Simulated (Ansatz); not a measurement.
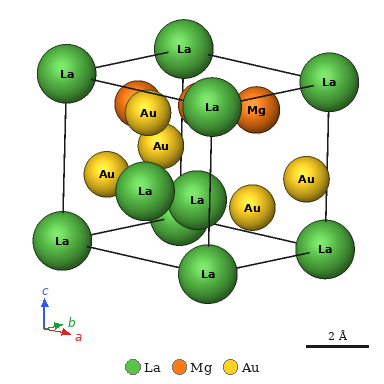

Crystal structure, spheres-only style, seen from a general direction. One simulation cell is framed, with atoms on its boundary repeated.

What does the picture show?

The material is LaMgAu. Its symmetry is the lowest possible, P1. The atoms show no order inside the cell. Atoms per cell: 9 (3 La, 3 Mg, 3 Au).

The geometry is that of a made-up disordered cell, without relaxation. It was run through Ansatz as a DFT input.

At this level of theory the cell isn't at rest (forces up to 1.2 eV/Å), so its distances can differ from those at equilibrium, the more so the softer the solid.
